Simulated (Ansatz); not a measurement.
## CH₆B: nudged elastic band

CH₆B, multiplicity 2, computed with UKS BHLYP/def2-SVP (Ansatz 0.2.0).

The run did not end well. One setting was made poor on purpose. It belongs to a series of runs on one base structure; here: band between the two ends.

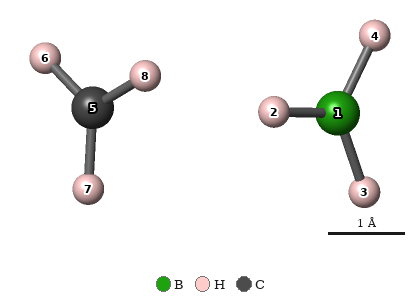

Figure 1. The starting structure (ball-and-stick view, seen at a tilt; atoms are numbered from 1 in the order of the input).

## What the run reported

```csv
quantity,value
outcome,not converged
"barrier, forward (band not converged)",0.857 eV
"barrier, backward",0.898 eV
hardware,"1 thread of Intel Xeon @ 2.50GHz (Skylake/Cascade Lake), 32 GiB of memory available, shared host"
wall time,49 s
peak memory,0.14 GiB
```

The run did not converge: “NEB band did not converge after 3 iterations: max|band force component| = 6.10e0 eV/Å (threshold 5.0e-2); raise `neb.max_iterations` in a new run, which can start from the last band evaluated (`neb.initial_path`, with `crystal.atoms` and `neb.final_atoms` set to its first and last images), add images, or start from endpoints closer to local minima …” Its last values are not results. A deliberately poor setting: few iterations.

## Input
```yaml
crystal:
  periodic: [false, false, false]
  atoms:
    - { symbol: B, position_ang: [0.006958, -0.000907, -0.71244] }
    - { symbol: H, position_ang: [0.004999, -0.004082, 0.483763] }
    - { symbol: H, position_ang: [1.043664, -0.000125, -1.310905] }
    - { symbol: H, position_ang: [-1.027915, -0.000162, -1.314052] }
    - { symbol: C, position_ang: [-0.006257, 0.001211, 3.908415] }
    - { symbol: H, position_ang: [-0.591311, -0.909591, 3.929327] }
    - { symbol: H, position_ang: [1.072527, -0.049522, 3.838497] }
    - { symbol: H, position_ang: [-0.502566, 0.963076, 3.938897] }
magnetization:
  spin_polarized: true
  initial_magnetization: 1
basis:
  gaussian: { orbitals: def2-SVP }
hamiltonian:
  xc: { name: BHLYP }
neb:
  order_check: false
  images: 7
  f_tol: 0.05
  max_iterations: 3
  final_atoms:
    - { symbol: B, position_ang: [-0.00029045, -0.07748083, -0.33994395] }
    - { symbol: H, position_ang: [0.16544511, -0.88326735, 1.94037088] }
    - { symbol: H, position_ang: [0.97116753, 0.61544289, -0.2951353] }
    - { symbol: H, position_ang: [-1.15256262, 0.23593585, -0.32958147] }
    - { symbol: C, position_ang: [0.03623704, -0.151709, 2.74432809] }
    - { symbol: H, position_ang: [-0.70539539, -0.53287657, 3.44906033] }
    - { symbol: H, position_ang: [0.99220393, -0.009766, 3.25132948] }
    - { symbol: H, position_ang: [-0.30670614, 0.803619, 2.34107393] }
  initial_path:
    images:
      - { positions_ang: [[0.006958, -0.000907, -0.71244], [0.004999, -0.004082, 0.483763], [1.043664, -0.000125, -1.310905], [-1.027915, -0.000162, -1.314052], [-0.006257, 0.001211, 3.908415], [-0.591311, -0.909591, 3.929327], [1.072527, -0.049522, 3.838497], [-0.502566, 0.963076, 3.938897]] }
      - { positions_ang: [[0.00513622, -0.0006498, -0.53432993], [0.00374122, -0.00305859, 0.72282231], [1.04026003, -5.19e-05, -1.13198181], [-1.02867421, -7.969e-05, -1.13423579], [-0.00462808, 0.00088418, 3.64381131], [-0.58472446, -0.90234941, 3.75213261], [1.06577902, -0.04952263, 3.68394297], [-0.49679074, 0.95472584, 3.75934033]] }
      - { positions_ang: [[0.00331443, -0.0003926, -0.35621985], [0.00248343, -0.00203519, 0.96188163], [1.03685606, 2.121e-05, -0.95305862], [-1.02943341, 2.63e-06, -0.95441958], [-0.00299916, 0.00055737, 3.37920761], [-0.57813792, -0.89510783, 3.57493822], [1.05903104, -0.04952326, 3.52938893], [-0.49101548, 0.94637567, 3.57978366]] }
      - { positions_ang: [[0.00149265, -0.00013539, -0.17810978], [0.00122565, -0.00101178, 1.20094094], [1.0334521, 9.431e-05, -0.77413543], [-1.03019262, 8.494e-05, -0.77460336], [-0.00137024, 0.00023055, 3.11460392], [-0.57155138, -0.88786624, 3.39774383], [1.05228306, -0.0495239, 3.3748349], [-0.48524022, 0.93802551, 3.40022699]] }
      - { positions_ang: [[-0.00032913, 0.00012181, 2.9e-07], [-3.213e-05, 1.162e-05, 1.44000026], [1.03004813, 0.00016742, -0.59521223], [-1.03095183, 0.00016725, -0.59478715], [0.00025868, -9.626e-05, 2.85000022], [-0.56496484, -0.88062466, 3.22054943], [1.04553508, -0.04952453, 3.22028086], [-0.47946496, 0.92967534, 3.22067032]] }
      - { positions_ang: [[-0.00031946, -0.01927885, -0.08498577], [0.04133718, -0.22080812, 1.56509291], [1.01532798, 0.15398629, -0.520193], [-1.06135453, 0.0591094, -0.52848573], [0.00925327, -0.03799945, 2.82358219], [-0.60007247, -0.79368764, 3.27767716], [1.03220229, -0.0395849, 3.22804302], [-0.43627525, 0.89816126, 3.00077122]] }
      - { positions_ang: [[-0.00030979, -0.03867951, -0.16997183], [0.08270649, -0.44162786, 1.69018557], [1.00060783, 0.30780516, -0.44517376], [-1.09175722, 0.11805155, -0.46218431], [0.01824786, -0.07590263, 2.79716416], [-0.63518011, -0.70675061, 3.33480488], [1.0188695, -0.02964526, 3.23580517], [-0.39308555, 0.86664717, 2.78087212]] }
      - { positions_ang: [[-0.00030012, -0.05808017, -0.25495789], [0.1240758, -0.66244761, 1.81527823], [0.98588768, 0.46162403, -0.37015453], [-1.12215992, 0.1769937, -0.39588289], [0.02724245, -0.11380582, 2.77074612], [-0.67028775, -0.61981359, 3.39193261], [1.00553672, -0.01970563, 3.24356733], [-0.34989585, 0.83513309, 2.56097302]] }
      - { positions_ang: [[-0.00029045, -0.07748083, -0.33994395], [0.16544511, -0.88326735, 1.94037088], [0.97116753, 0.61544289, -0.2951353], [-1.15256262, 0.23593585, -0.32958147], [0.03623704, -0.151709, 2.74432809], [-0.70539539, -0.53287657, 3.44906033], [0.99220393, -0.009766, 3.25132948], [-0.30670614, 0.803619, 2.34107393]] }
```

Launched with:
```bash
ansatz run input.yaml --threads 1 --pin off --max-ram 2048MiB --backend cpu --events-out ev --progress --plain --runs-dir out
```

## Output
```
Engine: ansatz 0.2.0, x86_64-unknown-linux-gnu
Functional definition: BHLYP
  parameter a = 0.5
  exchange = (1 - a)*b88_x + a*exact_x
  correlation = lyp_c
655 factors; integrals over basis functions are off by at most 4.9e-4 eV
mean field evaluation 1: about -1804.0946 eV, gradient 1.6e1 eV
mean field evaluation 2: about -1804.9447 eV, gradient 9.7e0 eV
mean field evaluation 4: about -1805.4352 eV, gradient 6.8e-1 eV
mean field evaluation 8: about -1805.4682 eV, gradient 1.7e-2 eV
mean field -1805.46817428 eV, -66.3497316146 hartree, gradient 6.1e-6 eV, S^2 0.754595; 0 other end points of the search recorded, 0 dependent functions left out
the calculation of the forces begins
reference -1805.46835380 eV, -66.3497382118 hartree; 9, 8 occupied and 49, 50 virtual orbitals, 655 factors
655 factors; integrals over basis functions are off by at most 9.8e-4 eV
mean field evaluation 16: about -1803.0217 eV, gradient 2.2e1 eV
mean field evaluation 32: about -1805.5092 eV, gradient 2.8e-5 eV
mean field -1805.50923319 eV, -66.3512405017 hartree, gradient 2.9e-5 eV, S^2 0.751305; 2 other end points of the search recorded, 0 dependent functions left out
[... from here on the field's lines of each further geometry are left out, up to the last ...]
NEB iter   1: max|band force component| = 2.759e0 eV/Å  barrier→ = 0.8328 eV  barrier← = 0.8738 eV  Δτ_max = 0.1956 Å  (315 SCF iters)
NEB iter   2: max|band force component| = 1.542e0 eV/Å  barrier→ = 0.9729 eV  barrier← = 1.0140 eV  Δτ_max = 0.1967 Å  (242 SCF iters)
the calculation of the forces begins
reference -1805.45579422 eV, -66.3492766559 hartree; 9, 8 occupied and 49, 50 virtual orbitals, 655 factors
these checks for a lower state are left out or cut short: starts, cluster_reference, orbital_swaps, neighbouring_geometries, increment
655 factors; integrals over basis functions are off by at most 1.1e-3 eV
mean field evaluation 288: about -1805.4608 eV, gradient 6.5e-2 eV
mean field -1805.49170504 eV, -66.3505963541 hartree, gradient 2.4e-5 eV, S^2 0.751336; 0 other end points of the search recorded, 0 dependent functions left out
the calculation of the forces begins
reference -1805.49186078 eV, -66.3506020772 hartree; 9, 8 occupied and 49, 50 virtual orbitals, 655 factors
NEB iter   3: max|band force component| = 6.102e0 eV/Å  barrier→ = 0.8566 eV  barrier← = 0.8977 eV  Δτ_max = 0.1044 Å  (227 SCF iters)
```

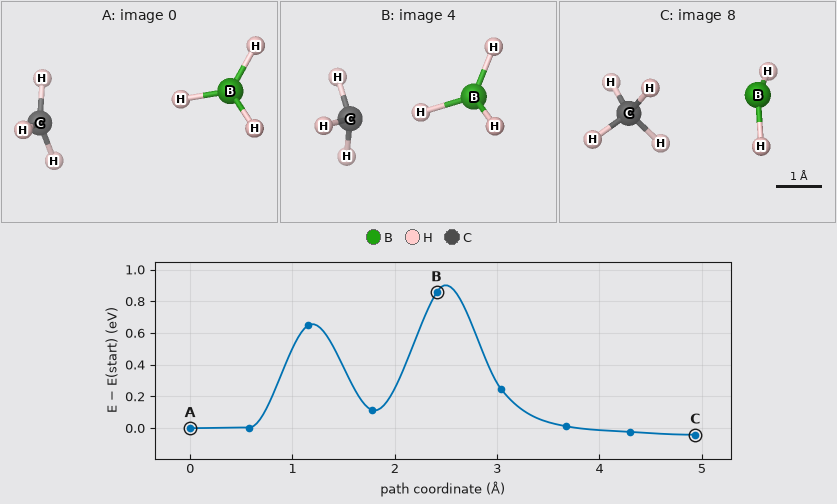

Figure 2. Images of the last band (counted from 0; ball-and-stick, seen at a tilt) above the energy along the path; the line is a cubic interpolation that uses the forces. The highest image is number 4, 0.857 eV above the start and 0.898 eV above the end; the end lies 0.041 eV below the start. The path is 4.93 Å long. The band had not converged after 3 iterations.

```
Unfinished report: {"positions_ang":[[-0.0020239786375947084,0.10971009371959678,-0.04372615411982557],[-0.028003697795268883,0.31866656877968336,1.3506735437018609],[1.0137044562893902,-0.14661616112425038,-0.6471208589642149],[-0.9900368072590917,-0.15140126981018615,-0.6897311903796203],[-0.01058038748334272,0.004059470211152043,2.9538057319954274],[-0.5553532360914175,-0.9140221701224764,3.188234430368796],[1.0422091959759092,-0.09411350799787777,3.2225832708976854],[-0.4698165449985836,0.8736149663443586,3.426783226499891]],"unchecked":["starts","cluster_reference","orbital_swaps","neighbouring_geometries","increment"],"mean_field":{"relativity":"none","state":{"energy":{"ev":-1804.6117265910339,"hartree":-66.31825774245893},"converged":true,"gradient_ev":0.000018113551863747402,"stability":{"kind":"minimum","curvature_ev":4.882752491593404},"curvature_floor_ev":0.00030000000000000003,"spin_squared":0.7658137514664656},"others":[],"fillings":{"estimated":0,"unestimated":0,"tried":0,"untried":0,"excluded_magnetic_sites":0},"n_dropped_functions":0,"n_trapped_functions":0,"passes":{"evaluations":4,"products":29},"factors":{"origin":"Cholesky decomposition","count":655,"bound_ev":0.001055477797022675},"gradient_stop_ev":0.00009,"reference_kind":"stationary","functional":{"name":"BHLYP","citations":["Becke, J. Chem. Phys. 98, 1372 (1993) doi:10.1063/1.464304","Becke, Phys. Rev. A 38, 3098 (1988) doi:10.1103/PhysRevA.38.3098","Lee, Yang & Parr, Phys. Rev. B 37, 785 (1988) doi:10.1103/PhysRevB.37.785"],"text":"name \"BHLYP\"\ncite \"Becke, J. Chem. Phys. 98, 1372 (1993) doi:10.1063/1.464304\"\ncite \"Becke, Phys. Rev. A 38, 3098 (1988) doi:10.1103/PhysRevA.38.3098\"\ncite \"Lee, Yang & Parr, Phys. Rev. B 37, 785 (1988) doi:10.1103/PhysRevB.37.785\"\nparameter a = 0.5\nexchange = (1 - a)*b88_x + a*exact_x\ncorrelation = lyp_c\n","parameters":{"a":{"value":0.5,"default":0.5}},"final_grid":{"core_spheres":13.0,"valence_spheres":11.0,"degree":36.0},"final_grid_parameter_source":"default","radial_points_factor":1.0,"radial_grid_error_ev":4.671919181681796e-7,"grid_sensitivity":"normal","grid_sensitivity_ratio":0.0009331686670994504},"unsmoothed_excess_ev":-0.0001575420414893579,"symmetry":{"irreps":["A"],"axes":[[0.99999971444969,0.0006098229676340995,-0.00044633674173128114],[-0.0006062600935673383,0.9999682974702478,0.007939553082719927],[0.0004511643135500395,-0.007939280219423278,0.9999683816403196]],"occupied":[{"A":9},{"A":8}]},"held":{"pivots":655,"left_out":0,"joined":0},"density_repulsion":{"missed_ev":6.4400625966099745e-6,"excess_ev":0.0,"most_excess_ev":0.0000459,"are_drawn_again":false,"n_first_factors":655,"energy_change_ev":0.0,"n_dropped_ends":0}},"factors":{"origin":"Cholesky decomposition","count":655,"bound_ev":0.001055477797022675},"n_frozen":0,"n_occupied":[9,8],"n_virtual":[49,50],"reference":{"ev":-1804.6117265910339,"hartree":-66.31825774245893},"total":{"ev":-1804.6117265910339,"hartree":-66.31825774245893},"forces_ev_per_angstrom":[[-0.019242993930441724,-0.6336730612553976,0.8404345225320429],[0.012395539293695787,-0.14051006563484417,-1.6405142381884408],[0.10112254683828949,0.3649643163848316,0.4236554803907721],[-0.11912802184612438,0.3657751855196504,0.4239661839970619],[0.09194771612482276,-0.22691452083822944,1.1414092662848772],[-0.0849298198618871,0.05383214302974827,-0.45160241736233697],[0.06133209103302615,0.10280762952856666,-0.36730590829585613],[-0.04349705765068615,0.11371837326562206,-0.37004288935793167]],"charge_distribution":{"dipole_moment_e_ang":[0.005043913706181668,0.016948451687502065,0.06878036867202475],"mulliken_charges_e":[0.07724947059532816,0.02737255402865213,-0.03336867548869682,-0.03315364152113953,-0.19034737684411152,0.051294481867938946,0.050955146145028496,0.04999804121697449],"lowdin_charges_e":[0.0975012638172359,0.03548475826204256,-0.04698767254646885,-0.047129831697090285,-0.0022750114911600505,-0.0114927629300281,-0.012984315465069951,-0.012116427949490527]},"n_threads":1,"memory_gib":1.7045454550534487,"seconds":{"hamiltonian":1.965787679,"orbitals":0.0,"second_order":0.0,"solver_start":0.0,"cycles":0.0,"cycle":0.0,"perturbative":0.0,"full_ci_increment":0.0,"forces":0.0}}
this run last wrote the band of iteration 3 to [file]
Error: NEB band did not converge after 3 iterations: max|band force component| = 6.10e0 eV/Å (threshold 5.0e-2); raise `neb.max_iterations` in a new run, which can start from the last band evaluated (`neb.initial_path`, with `crystal.atoms` and `neb.final_atoms` set to its first and last images), add images, or start from endpoints closer to local minima. Where this run's directory can be resumed (`checkpoint.write`), a resume goes on for up to `neb.max_iterations` more; to start a new run from the last band, take its images' positions from the `neb_iteration` event of iteration 3 (`data.images[].positions_ang`), in the event stream of the run that computed that iteration (not this run's, if it was resumed behind it). With `checkpoint.write`, `steps/00-neb/state/checkpoint.json` in the run directory holds the last saved band, under `neb.evaluated.images[].positions_ang` (a band under a hybrid functional on support functions is neither saved nor resumed: `neb.initial_path` says where its path is): check the last entry of `neb.iterations` there, which is earlier than 3 if that iteration was not saved or its write failed. If the band's step has no `state` directory and holds `state.next`, a write was cut short, and the file is under `state.next` instead (behind a loss of power it can be under `state.prev`)
this run wrote the band of iteration 3 to [file] as well, whether or not its events were kept: a new run's `neb.initial_path` can list its `images[].positions_ang`
a run's events are kept only if it was started with --events-out <file>, and are in that file
```

## The last band as extended XYZ (Å, eV, eV/Å)
```
8
Properties=species:S:1:pos:R:3:forces:R:3 image=0 energy=-1805.46817
B     0.0070   -0.0009   -0.7124   -0.0003  -0.0066  -0.0125
H     0.0050   -0.0041    0.4838    0.0000   0.0022   0.0028
H     1.0437   -0.0001   -1.3109   -0.0042   0.0022   0.0045
H    -1.0279   -0.0002   -1.3141    0.0045   0.0022   0.0044
C    -0.0063    0.0012    3.9084   -0.0234   0.0035  -0.0095
H    -0.5913   -0.9096    3.9293    0.0049   0.0028   0.0038
H     1.0725   -0.0495    3.8385    0.0128  -0.0007   0.0028
H    -0.5026    0.9631    3.9389    0.0057  -0.0056   0.0037
8
Properties=species:S:1:pos:R:3:forces:R:3 image=1 energy=-1805.46428
B     0.0038    0.0001   -0.5118   -0.0003  -0.0223   0.0633
H     0.0022   -0.0037    0.6857    0.0001   0.0075  -0.0367
H     1.0422   -0.0007   -1.1064   -0.0048   0.0074  -0.0227
H    -1.0330   -0.0007   -1.1090    0.0050   0.0074  -0.0230
C    -0.0024    0.0010    3.7218   -0.0255   0.0008  -0.0360
H    -0.5896   -0.9096    3.7047    0.0290   0.0304   0.0183
H     1.0779   -0.0497    3.6580   -0.0306   0.0023   0.0191
H    -0.5011    0.9633    3.7185    0.0271  -0.0335   0.0178
8
Properties=species:S:1:pos:R:3:forces:R:3 image=2 energy=-1804.82044
B    -0.0030   -0.0065   -0.3247    0.0244  -0.1683  -5.7378
H    -0.0085    0.0206    0.7112   -0.0263   0.1641   5.9415
H     1.0493   -0.0255   -0.8985   -0.1364   0.0022  -0.1585
H    -1.0503   -0.0226   -0.9077    0.1385   0.0015  -0.1621
C     0.0012    0.0265    3.3124    0.3192  -0.0198   1.6573
H    -0.5651   -0.8753    3.5180   -0.1344  -0.1996  -0.4864
H     1.0425   -0.0364    3.6365    0.0684  -0.0795  -0.5809
H    -0.4661    0.9192    3.7143   -0.2535   0.2994  -0.4731
8
Properties=species:S:1:pos:R:3:forces:R:3 image=3 energy=-1805.35421
B     0.0016    0.0095   -0.1515    0.0077  -0.1835  -1.2622
H    -0.0088    0.1059    0.9928   -0.0129   0.1593   1.1584
H     1.0470   -0.0530   -0.7300   -0.0179   0.0194  -0.0893
H    -1.0335   -0.0516   -0.7483    0.0206   0.0192  -0.0905
C    -0.0037    0.0022    3.3239    0.0695  -0.0874   0.3107
H    -0.5825   -0.9118    3.2970   -0.0457   0.0116  -0.0055
H     1.0776   -0.0560    3.3139   -0.0135   0.0457  -0.0054
H    -0.4974    0.9547    3.4636   -0.0078   0.0156  -0.0162
8
Properties=species:S:1:pos:R:3:forces:R:3 image=4 energy=-1804.61157
B    -0.0020    0.1097   -0.0437   -0.0192  -0.6337   0.8404
H    -0.0280    0.3187    1.3507    0.0124  -0.1405  -1.6405
H     1.0137   -0.1466   -0.6471    0.1011   0.3650   0.4237
H    -0.9900   -0.1514   -0.6897   -0.1191   0.3658   0.4240
C    -0.0106    0.0041    2.9538    0.0919  -0.2269   1.1414
H    -0.5554   -0.9140    3.1882   -0.0849   0.0538  -0.4516
H     1.0422   -0.0941    3.2226    0.0613   0.1028  -0.3673
H    -0.4698    0.8736    3.4268   -0.0435   0.1137  -0.3700
8
Properties=species:S:1:pos:R:3:forces:R:3 image=5 energy=-1805.22062
B    -0.0061   -0.1868   -0.1460    0.0506  -0.4902  -0.9459
H    -0.0252    0.1196    1.7376   -0.0457   0.1699   0.8657
H     1.0640    0.0267   -0.6380    0.0549   0.1721   0.2238
H    -1.0517    0.0588   -0.6705   -0.0976   0.1857   0.2059
C    -0.0081    0.0440    2.8579    0.0053  -0.3135  -0.2156
H    -0.5244   -0.8960    3.0896   -0.0605   0.2651   0.0559
H     1.0300   -0.0634    3.1731    0.0748   0.1339   0.0011
H    -0.4784    0.8969    3.3579    0.0182  -0.1230  -0.1908
8
Properties=species:S:1:pos:R:3:forces:R:3 image=6 energy=-1805.45564
B     0.0031   -0.2635   -0.3171   -0.0810  -0.1862  -0.1505
H     0.0277   -0.1902    1.7312   -0.0437   0.0874   0.0478
H     1.0627    0.2491   -0.4668    0.1499   0.1158   0.0176
H    -1.0893    0.1820   -0.4749   -0.0698   0.0683   0.0330
C     0.0009   -0.0204    2.8143    0.0686  -0.1999  -0.0398
H    -0.5669   -0.8435    3.2492   -0.0292   0.0545   0.0764
H     1.0276   -0.0497    3.1786    0.0072   0.0562   0.0637
H    -0.4657    0.9362    3.0470   -0.0019   0.0039  -0.0483
8
Properties=species:S:1:pos:R:3:forces:R:3 image=7 energy=-1805.49170
B     0.0157   -0.1753   -0.4357   -0.0729  -0.1309   0.0498
H     0.0864   -0.5499    1.8108   -0.0011  -0.0070   0.0774
H     1.0125    0.4644   -0.3918    0.1806   0.1236  -0.0302
H    -1.1163    0.1870   -0.4033   -0.1128   0.0414  -0.0339
C     0.0169   -0.0896    2.8039    0.0836  -0.0881  -0.1584
H    -0.6463   -0.6971    3.4158   -0.0355  -0.0589   0.0876
H     1.0143   -0.0569    3.2426   -0.0015  -0.0074   0.0362
H    -0.3832    0.9173    2.7193   -0.0403   0.1274  -0.0285
8
Properties=species:S:1:pos:R:3:forces:R:3 image=8 energy=-1805.50923
B    -0.0003   -0.0775   -0.3399   -0.0022   0.0095  -0.0036
H     0.1654   -0.8833    1.9404    0.0001  -0.0059  -0.0066
H     0.9712    0.6154   -0.2951   -0.0099  -0.0065   0.0017
H    -1.1526    0.2359   -0.3296    0.0119  -0.0045   0.0027
C     0.0362   -0.1517    2.7443   -0.0125   0.0238   0.0240
H    -0.7054   -0.5329    3.4491    0.0206   0.0095  -0.0205
H     0.9922   -0.0098    3.2513   -0.0188  -0.0027  -0.0087
H    -0.3067    0.8036    2.3411    0.0108  -0.0232   0.0110
```
